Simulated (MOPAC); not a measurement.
**Molecular dynamics of C₆H₇N (part 1 of 2)**

- system: C₆H₇N, SMILES C=C=C1C=NCC1
- method: PM7-, closed shell, COSMO solvent ethanol (MOPAC 23.2.5)

The atoms were displaced at random from an optimised geometry.

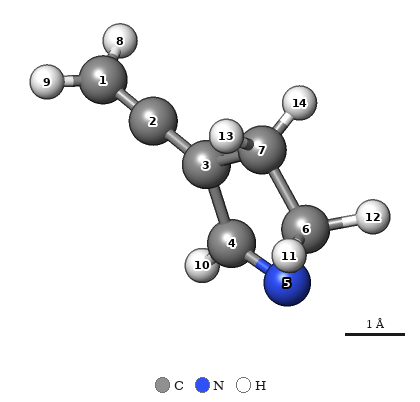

**Figure 1.** The structure as given in the input (ball-and-stick view, seen at a tilt; atoms are numbered from 1 in the order of the input).

Input (calc.mop):
```
PM7- EPS=24.9 DRC T-PRIORITY=1 CYCLES=39 AUX(PRECISION=9) THREADS=1


C      2.860939 +1    -0.148887 +1     0.253550 +1
C      1.648643 +1    -0.122223 +1     0.082513 +1
C      0.324405 +1    -0.012243 +1    -0.065437 +1
C     -0.389844 +1    -0.589399 +1    -1.237622 +1
N     -1.711713 +1    -0.511881 +1    -1.310168 +1
C     -2.045080 +1     0.218426 +1    -0.083466 +1
C     -0.802881 +1     0.429541 +1     0.810111 +1
H      3.297408 +1    -0.998994 +1     0.731073 +1
H      3.445201 +1     0.594178 +1    -0.046183 +1
H      0.236638 +1    -1.077491 +1    -2.001021 +1
H     -2.444136 +1     1.157910 +1    -0.333353 +1
H     -2.835547 +1    -0.373551 +1     0.527442 +1
H     -0.638005 +1     1.495306 +1     1.041913 +1
H     -0.835256 +1    -0.115947 +1     1.695087 +1
```

Machine: 1 thread of Arm Neoverse N1, 98 GiB of memory available, shared host.

Launch command:
```bash
mopac calc.mop
```

The program's output:
```
MOPAC v23.2.5
PM7- CALCULATION RESULTS

 *  PM7        - The PM7 Hamiltonian to be used
 *  EPS=24.9   - USE COSMO IMPLICIT SOLVATION MODEL
 *  DRC        - DYNAMIC REACTION COORDINATE CALCULATION
 *  THREADS=1  - MULTI-THREADING NOT USED
 *  CYCLES=    - DO A MAXIMUM OF 39 STEPS
 *  AUX        - OUTPUT AUXILIARY INFORMATION
 *  T-PRIOR    - TIME TAKES PRIORITY IN DRC
PM7- EPS=24.9 DRC T-PRIORITY=1 CYCLES=39 AUX(PRECISION=9) THREADS=1

   ATOM   CHEMICAL          X               Y               Z
  NUMBER   SYMBOL      (ANGSTROMS)     (ANGSTROMS)     (ANGSTROMS)

     1       C          2.86093900  *  -0.14888700  *   0.25355000  *
     2       C          1.64864300  *  -0.12222300  *   0.08251300  *
     3       C          0.32440500  *  -0.01224300  *  -0.06543700  *
     4       C         -0.38984400  *  -0.58939900  *  -1.23762200  *
     5       N         -1.71171300  *  -0.51188100  *  -1.31016800  *
     6       C         -2.04508000  *   0.21842600  *  -0.08346600  *
     7       C         -0.80288100  *   0.42954100  *   0.81011100  *
     8       H          3.29740800  *  -0.99899400  *   0.73107300  *
     9       H          3.44520100  *   0.59417800  *  -0.04618300  *
    10       H          0.23663800  *  -1.07749100  *  -2.00102100  *
    11       H         -2.44413600  *   1.15791000  *  -0.33335300  *
    12       H         -2.83554700  *  -0.37355100  *   0.52744200  *
    13       H         -0.63800500  *   1.49530600  *   1.04191300  *
    14       H         -0.83525600  *  -0.11594700  *   1.69508700  *

          CARTESIAN COORDINATES

    NO.       ATOM           X           Y           Z

     1         C          2.8609     -0.1489      0.2535
     2         C          1.6486     -0.1222      0.0825
     3         C          0.3244     -0.0122     -0.0654
     4         C         -0.3898     -0.5894     -1.2376
     5         N         -1.7117     -0.5119     -1.3102
     6         C         -2.0451      0.2184     -0.0835
     7         C         -0.8029      0.4295      0.8101
     8         H          3.2974     -0.9990      0.7311
     9         H          3.4452      0.5942     -0.0462
    10         H          0.2366     -1.0775     -2.0010
    11         H         -2.4441      1.1579     -0.3334
    12         H         -2.8355     -0.3736      0.5274
    13         H         -0.6380      1.4953      1.0419
    14         H         -0.8353     -0.1159      1.6951

           Empirical Formula: C6 H7 N  =    14 atoms

      MOLECULAR POINT GROUP   :   C1

      RHF CALCULATION, NO. OF DOUBLY OCCUPIED LEVELS = 18

 TIME PRIORITY, INTERVAL = 1.00 FEMTOSECONDS

 FEMTOSECONDS  POINT  POTENTIAL + KINETIC  =   TOTAL     ERROR    REF%   MOVEMENT
     0.000       1    88.15693    0.00000    88.15693   0.00000     1   %  0.0000
     1.000       8    84.11890    4.03884    88.15774   0.00081     2   %  0.0583
     2.000       8    73.40703   14.89756    88.30459   0.14766     3   %  0.2254
     3.000      27    66.52711   21.63092    88.15803   0.00111     4   %  0.4518
     4.000      37    65.80538   22.32824    88.13361  -0.02328     5   %  0.7092
     5.000      46    69.30976   18.85552    88.16528   0.00839     6   %  0.9465
     6.000      54    69.24913   18.91135    88.16048   0.00361     7   %  1.1332
     7.000      64    69.94070   18.20943    88.15013  -0.00673     8   %  1.2585
     8.000      72    70.69182   17.46789    88.15971   0.00286     9   %  1.3298
     9.000      79    71.57288   16.58687    88.15975   0.00291    10   %  1.3708
    10.000      86    73.57809   14.58301    88.16111   0.00428    11   %  1.4124
    11.000      92    76.12453   12.03123    88.15576  -0.00105    12   %  1.4754
    12.000      97    77.05504   11.10052    88.15556  -0.00125    13   %  1.5531
    13.000     104    74.68480   13.47701    88.16181   0.00501    14   %  1.6234
    14.000     114    70.60164   17.55439    88.15603  -0.00076    15   %  1.6828
    15.000     123    65.96767   22.18532    88.15299  -0.00378    16   %  1.7454
    16.000     133    63.20279   24.95312    88.15591  -0.00084    17   %  1.8149
    17.000     143    70.51207   17.64100    88.15307  -0.00367    18   %  1.8756
    18.000     152    80.00766    8.14725    88.15491  -0.00182    19   %  1.8954
    19.000     158    82.70226    5.45656    88.15881   0.00208    20   %  1.8520
    20.000     167    79.18643    8.97219    88.15862   0.00190    21   %  1.7436
    21.000     177    73.27030   14.88925    88.15955   0.00284    22   %  1.5911
    22.000     187    67.37568   20.78693    88.16261   0.00591    23   %  1.4319
    23.000     197    68.17318   19.98096    88.15415  -0.00254    24   %  1.3134
    24.000     206    69.36957   18.78844    88.15801   0.00134    25   %  1.3005
    25.000     216    70.53304   17.61568    88.14872  -0.00795    26   %  1.3360
    26.000     225    72.30271   15.86027    88.16298   0.00633    27   %  1.3922
    27.000     231    73.31850   14.83914    88.15764   0.00100    28   %  1.4574
    28.000     238    74.80051   13.35300    88.15351  -0.00312    29   %  1.5307
    29.000     244    76.64300   11.50652    88.14953  -0.00710    30   %  1.6044
    30.000     249    77.40699   10.75127    88.15826   0.00165    31   %  1.6557
    31.000     255    75.57024   12.58946    88.15970   0.00309    32   %  1.6578
    32.000     263    71.06324   17.09241    88.15565  -0.00094    33   %  1.6115
    33.000     272    65.47914   22.67710    88.15623  -0.00035    34   %  1.5373
    34.000     281    60.48073   27.66715    88.14787  -0.00869    35   %  1.4662
    35.000     291    61.68421   26.46859    88.15280  -0.00374    36   %  1.4273
    36.000     300    71.84479   16.31429    88.15908   0.00255    37   %  1.4330
    37.000     307    79.24746    8.90796    88.15542  -0.00111    38   %  1.4660
    38.000     317    82.26430    5.89036    88.15465  -0.00186    39   %  1.5031

 *                    *
 * JOB ENDED NORMALLY *
 *                    *

 TOTAL JOB TIME:             2.61 SECONDS

 == MOPAC DONE ==
```

Trajectory as extended XYZ (Å, eV, eV/Å), 39 frames, from step=0 to step=38:
```
14
Properties=species:S:1:pos:R:3 step=0 time_fs=0.0 energy=3.82285
C     2.8609   -0.1489    0.2535
C     1.6486   -0.1222    0.0825
C     0.3244   -0.0122   -0.0654
C    -0.3898   -0.5894   -1.2376
N    -1.7117   -0.5119   -1.3102
C    -2.0451    0.2184   -0.0835
C    -0.8029    0.4295    0.8101
H     3.2974   -0.9990    0.7311
H     3.4452    0.5942   -0.0462
H     0.2366   -1.0775   -2.0010
H    -2.4441    1.1579   -0.3334
H    -2.8355   -0.3736    0.5274
H    -0.6380    1.4953    1.0419
H    -0.8353   -0.1159    1.6951
14
Properties=species:S:1:pos:R:3 step=1 time_fs=1.0 energy=3.64774
C     2.8646   -0.1497    0.2544
C     1.6420   -0.1217    0.0819
C     0.3250   -0.0130   -0.0659
C    -0.3901   -0.5898   -1.2385
N    -1.7102   -0.5118   -1.3096
C    -2.0461    0.2178   -0.0827
C    -0.8022    0.4301    0.8096
H     3.3036   -1.0026    0.7334
H     3.4600    0.6062   -0.0504
H     0.2341   -1.0771   -2.0012
H    -2.4502    1.1662   -0.3357
H    -2.8320   -0.3702    0.5228
H    -0.6398    1.4969    1.0441
H    -0.8364   -0.1206    1.7048
14
Properties=species:S:1:pos:R:3 step=2 time_fs=2.0 energy=3.18323
C     2.8646   -0.1497    0.2544
C     1.6420   -0.1217    0.0819
C     0.3250   -0.0130   -0.0659
C    -0.3901   -0.5898   -1.2385
N    -1.7102   -0.5118   -1.3096
C    -2.0461    0.2178   -0.0827
C    -0.8022    0.4301    0.8096
H     3.3036   -1.0026    0.7334
H     3.4600    0.6062   -0.0504
H     0.2341   -1.0771   -2.0012
H    -2.4502    1.1662   -0.3357
H    -2.8320   -0.3702    0.5228
H    -0.6398    1.4969    1.0441
H    -0.8364   -0.1206    1.7048
14
Properties=species:S:1:pos:R:3 step=3 time_fs=3.0 energy=2.88489
C     2.8896   -0.1543    0.2595
C     1.6062   -0.1190    0.0787
C     0.3237   -0.0173   -0.0691
C    -0.3915   -0.5921   -1.2438
N    -1.7009   -0.5111   -1.3063
C    -2.0523    0.2150   -0.0784
C    -0.7985    0.4333    0.8069
H     3.3380   -1.0193    0.7448
H     3.5350    0.6634   -0.0698
H     0.2196   -1.0760   -2.0037
H    -2.4823    1.2071   -0.3479
H    -2.8145   -0.3527    0.4979
H    -0.6509    1.5048    1.0571
H    -0.8425   -0.1427    1.7530
14
Properties=species:S:1:pos:R:3 step=4 time_fs=4.0 energy=2.85359
C     2.9099   -0.1571    0.2632
C     1.5867   -0.1173    0.0772
C     0.3147   -0.0203   -0.0725
C    -0.3926   -0.5940   -1.2482
N    -1.6936   -0.5103   -1.3035
C    -2.0573    0.2138   -0.0752
C    -0.7957    0.4356    0.8056
H     3.3624   -1.0270    0.7506
H     3.5798    0.6928   -0.0791
H     0.2094   -1.0763   -2.0078
H    -2.5029    1.2293   -0.3553
H    -2.8060   -0.3422    0.4818
H    -0.6599    1.5086    1.0672
H    -0.8464   -0.1538    1.7798
14
Properties=species:S:1:pos:R:3 step=5 time_fs=5.0 energy=3.00556
C     2.9319   -0.1597    0.2669
C     1.5753   -0.1155    0.0772
C     0.2950   -0.0239   -0.0780
C    -0.3938   -0.5967   -1.2545
N    -1.6838   -0.5091   -1.2995
C    -2.0641    0.2136   -0.0715
C    -0.7922    0.4386    0.8049
H     3.3926   -1.0307    0.7547
H     3.6239    0.7138   -0.0844
H     0.1974   -1.0785   -2.0164
H    -2.5249    1.2465   -0.3622
H    -2.8027   -0.3329    0.4653
H    -0.6724    1.5109    1.0809
H    -0.8508   -0.1608    1.8021
14
Properties=species:S:1:pos:R:3 step=6 time_fs=6.0 energy=3.00293
C     2.9449   -0.1610    0.2689
C     1.5758   -0.1143    0.0785
C     0.2761   -0.0267   -0.0826
C    -0.3944   -0.5990   -1.2597
N    -1.6765   -0.5079   -1.2961
C    -2.0694    0.2145   -0.0689
C    -0.7899    0.4408    0.8052
H     3.4136   -1.0289    0.7552
H     3.6460    0.7164   -0.0832
H     0.1896   -1.0814   -2.0254
H    -2.5374    1.2501   -0.3653
H    -2.8067   -0.3298    0.4570
H    -0.6821    1.5105    1.0912
H    -0.8532   -0.1604    1.8089
14
Properties=species:S:1:pos:R:3 step=7 time_fs=7.0 energy=3.03292
C     2.9580   -0.1617    0.2706
C     1.5828   -0.1128    0.0812
C     0.2512   -0.0306   -0.0889
C    -0.3946   -0.6024   -1.2672
N    -1.6675   -0.5060   -1.2915
C    -2.0764    0.2170   -0.0661
C    -0.7877    0.4437    0.8068
H     3.4390   -1.0211    0.7527
H     3.6614    0.7040   -0.0755
H     0.1812   -1.0868   -2.0404
H    -2.5485    1.2432   -0.3665
H    -2.8204   -0.3312    0.4518
H    -0.6947    1.5080    1.1049
H    -0.8553   -0.1530    1.8056
14
Properties=species:S:1:pos:R:3 step=8 time_fs=8.0 energy=3.06549
C     2.9668   -0.1614    0.2712
C     1.5929   -0.1109    0.0846
C     0.2303   -0.0353   -0.0950
C    -0.3938   -0.6063   -1.2755
N    -1.6596   -0.5038   -1.2866
C    -2.0837    0.2209   -0.0636
C    -0.7867    0.4467    0.8097
H     3.4623   -1.0080    0.7472
H     3.6632    0.6758   -0.0617
H     0.1748   -1.0939   -2.0586
H    -2.5542    1.2246   -0.3649
H    -2.8425   -0.3380    0.4521
H    -0.7069    1.5038    1.1188
H    -0.8561   -0.1390    1.7905
14
Properties=species:S:1:pos:R:3 step=9 time_fs=9.0 energy=3.10369
C     2.9712   -0.1604    0.2709
C     1.6040   -0.1089    0.0882
C     0.2159   -0.0404   -0.1004
C    -0.3918   -0.6105   -1.2842
N    -1.6535   -0.5013   -1.2816
C    -2.0910    0.2256   -0.0615
C    -0.7871    0.4498    0.8136
H     3.4825   -0.9922    0.7400
H     3.6552    0.6384   -0.0445
H     0.1703   -1.1016   -2.0781
H    -2.5559    1.1990   -0.3613
H    -2.8685   -0.3483    0.4561
H    -0.7174    1.4995    1.1319
H    -0.8559   -0.1215    1.7686
14
Properties=species:S:1:pos:R:3 step=10 time_fs=10.0 energy=3.19065
C     2.9710   -0.1590    0.2699
C     1.6161   -0.1065    0.0923
C     0.2083   -0.0465   -0.1055
C    -0.3881   -0.6156   -1.2944
N    -1.6492   -0.4982   -1.2762
C    -2.0991    0.2309   -0.0593
C    -0.7893    0.4534    0.8183
H     3.5019   -0.9744    0.7316
H     3.6418    0.5953   -0.0253
H     0.1665   -1.1100   -2.0997
H    -2.5562    1.1692   -0.3565
H    -2.8970   -0.3606    0.4620
H    -0.7265    1.4963    1.1452
H    -0.8548   -0.1025    1.7434
14
Properties=species:S:1:pos:R:3 step=11 time_fs=11.0 energy=3.30107
C     2.9661   -0.1578    0.2684
C     1.6266   -0.1040    0.0962
C     0.2094   -0.0529   -0.1095
C    -0.3831   -0.6209   -1.3047
N    -1.6473   -0.4950   -1.2710
C    -2.1068    0.2354   -0.0571
C    -0.7930    0.4571    0.8227
H     3.5180   -0.9595    0.7242
H     3.6315    0.5603   -0.0098
H     0.1634   -1.1172   -2.1195
H    -2.5583    1.1453   -0.3529
H    -2.9200   -0.3710    0.4667
H    -0.7324    1.4958    1.1568
H    -0.8536   -0.0884    1.7250
14
Properties=species:S:1:pos:R:3 step=12 time_fs=12.0 energy=3.34142
C     2.9575   -0.1571    0.2668
C     1.6344   -0.1016    0.0997
C     0.2179   -0.0592   -0.1123
C    -0.3774   -0.6262   -1.3145
N    -1.6474   -0.4919   -1.2663
C    -2.1140    0.2385   -0.0548
C    -0.7978    0.4610    0.8262
H     3.5307   -0.9492    0.7188
H     3.6299    0.5404   -0.0008
H     0.1602   -1.1225   -2.1361
H    -2.5646    1.1328   -0.3516
H    -2.9345   -0.3776    0.4686
H    -0.7350    1.4984    1.1658
H    -0.8526   -0.0822    1.7181
14
Properties=species:S:1:pos:R:3 step=13 time_fs=13.0 energy=3.23864
C     2.9467   -0.1572    0.2654
C     1.6389   -0.0993    0.1026
C     0.2318   -0.0649   -0.1139
C    -0.3717   -0.6310   -1.3234
N    -1.6490   -0.4890   -1.2622
C    -2.1201    0.2401   -0.0523
C    -0.8031    0.4646    0.8284
H     3.5396   -0.9437    0.7156
H     3.6376    0.5360    0.0015
H     0.1569   -1.1260   -2.1491
H    -2.5751    1.1325   -0.3528
H    -2.9401   -0.3800    0.4676
H    -0.7348    1.5031    1.1720
H    -0.8521   -0.0837    1.7225
14
Properties=species:S:1:pos:R:3 step=14 time_fs=14.0 energy=3.06158
C     2.9342   -0.1580    0.2642
C     1.6389   -0.0967    0.1051
C     0.2533   -0.0713   -0.1147
C    -0.3653   -0.6362   -1.3327
N    -1.6517   -0.4859   -1.2579
C    -2.1264    0.2404   -0.0492
C    -0.8097    0.4687    0.8296
H     3.5457   -0.9416    0.7137
H     3.6549    0.5456   -0.0022
H     0.1525   -1.1281   -2.1609
H    -2.5921    1.1443   -0.3567
H    -2.9377   -0.3786    0.4634
H    -0.7316    1.5098    1.1758
H    -0.8519   -0.0929    1.7381
14
Properties=species:S:1:pos:R:3 step=15 time_fs=15.0 energy=2.86063
C     2.9252   -0.1594    0.2637
C     1.6314   -0.0941    0.1066
C     0.2787   -0.0772   -0.1145
C    -0.3597   -0.6407   -1.3407
N    -1.6549   -0.4829   -1.2542
C    -2.1315    0.2396   -0.0460
C    -0.8163    0.4723    0.8296
H     3.5464   -0.9426    0.7129
H     3.6757    0.5650   -0.0103
H     0.1479   -1.1288   -2.1699
H    -2.6117    1.1644   -0.3619
H    -2.9282   -0.3738    0.4573
H    -0.7260    1.5164    1.1758
H    -0.8520   -0.1067    1.7593
```
